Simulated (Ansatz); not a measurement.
Computed frozen-phonon scan: Os (hcp, Mg type)

Starting cell, Os (hcp, Mg type):

```
Os
1.0
    5.50971     0.00000     0.00000
   -1.37743     2.38577     0.00000
    0.00000     0.00000     4.34430
Os
4
Direct
  0.16667   0.66667   0.75000
  0.66667   0.66667   0.75000
  0.33333   0.33333   0.25000
  0.83333   0.33333   0.25000
```

The atoms are displaced by Q × the pattern below (from a DFPT mode at M = (0.5, 0.0, 0.0), largest move 1; Q in Å), at fixed cell. (q is in reciprocal vectors of the primitive cell; the cell shown is doubled to hold the pattern.)

| atom | x | y | z |
|---|---|---|---|
| Os1 | 0.000 | 0.000 | -1.000 |
| Os2 | 0.000 | 0.000 | 1.000 |
| Os3 | 0.000 | 0.000 | -1.000 |
| Os4 | 0.000 | 0.000 | 1.000 |

Calculation: PBE (plane waves to 420 eV, PAW, scalar-relativistic; Ansatz, a first-principles code). k mesh 19×19×11 (Γ-centred), Fermi-Dirac smearing 0.05 eV. The energy includes the smearing's −TS. Compression counts positive. With partly filled bands, energies and forces of such displacements shift with the k mesh and the smearing. Os is run without spin polarisation. Os was relaxed with its symmetry unable to fall. Spin-orbit coupling is left out, though Os is heavy. The zero of ΔE is the undisplaced structure.

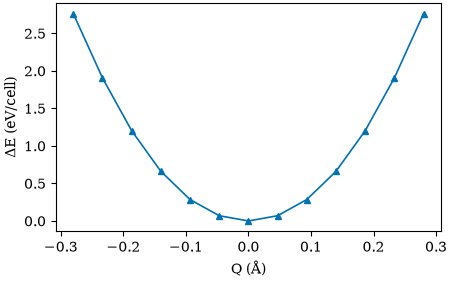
Figure: ΔE (eV/cell) against Q (Å); computed points joined by lines.

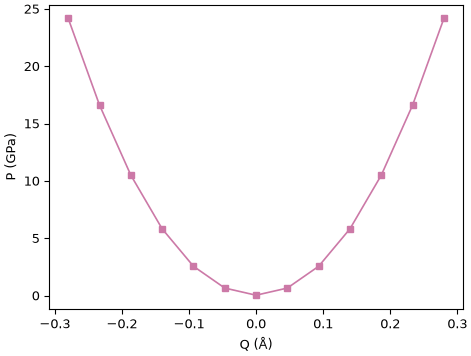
Figure: P (GPa) against Q (Å); one marker a computed point.

The energy at Q = 0.280 Å is 2764 meV/cell. Symmetry of the curve: even: the same for both signs. Shape of the curve: a single well with its minimum at or next to zero displacement. Space group of the distorted cell: Pnnm (No. 58), lowered from P6_3/mmc. Harmonic wavenumber from the curvature (finite differences): 151 cm⁻¹.

E″ = 63.75 eV/Å², M = Σ mᵢ|uᵢ|² = 760.9 u, ν̃ = 521.5·√(|E″|/M).

(For displaced atoms, the force is minus the slope of the energy, and its curvature is a force constant, which sets phonon frequencies.)
